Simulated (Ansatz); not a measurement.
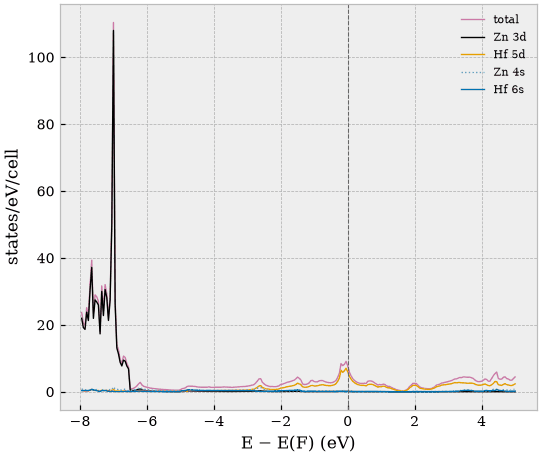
Figure. Total and projected density of states of HfZn$_{2}$ (cubic Laves (MgCu2 type), space group No. 227), plane-wave PAW r²SCAN (Ansatz code)

Problem. Which orbitals carry the states next to the Fermi level?

Solution. Within 0.5 eV of the Fermi level: Hf 5d 76 %, outside the projected shells 17 %. Projections are on Löwdin-orthogonalised atomic valence shells; empty p or d shells of many metals are not among them.

Problem. Where is the tallest occupied peak in this window, and what makes it?

Solution. Near -7.0 eV, about 110 states/eV per cell; the largest projected share is Zn 3d.

Space group Fd-3m (cubic Laves (MgCu2 type)). The workflow started from an entry of the Crystallography Open Database (COD). Its standing as an ambient phase is unchecked. The r²SCAN relaxation kept the symmetry of its start; whether a distortion lowers the energy is not shown. The run is not spin-polarised. Scalar-relativistic: spin–orbit coupling is off unless named, which matters more the heavier the elements.

Potentials: the later of the program's two PAW sets.
